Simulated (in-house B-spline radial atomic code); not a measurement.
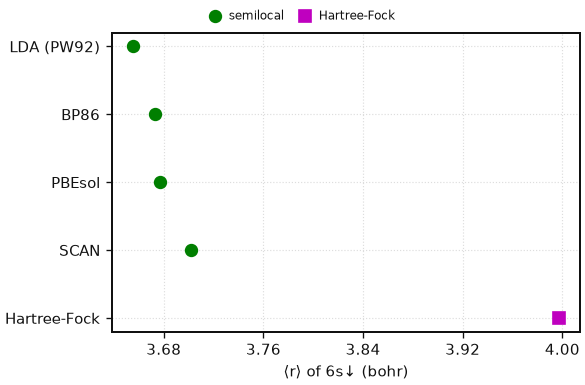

System: atomic lutetium (Lu), configuration [Xe] 4f14 5d1 6s2 (high spin). All runs are scalar-relativistic, spin-polarised and spherical, computed with an in-house B-spline radial code (spin-free X2C). Hartree-Fock is the average over the configuration. The plot shows the mean radius (bohr) of the 6s down orbital by 5 methods.

How much do the methods differ, and in which order?

Answer. The most compact is LDA (PW92) (3.655) and the most diffuse Hartree-Fock (3.997), a spread of 9.1 %. In order (bohr): LDA (PW92) (3.655), BP86 (3.673), PBEsol (3.677), SCAN (3.702), Hartree-Fock (3.997).
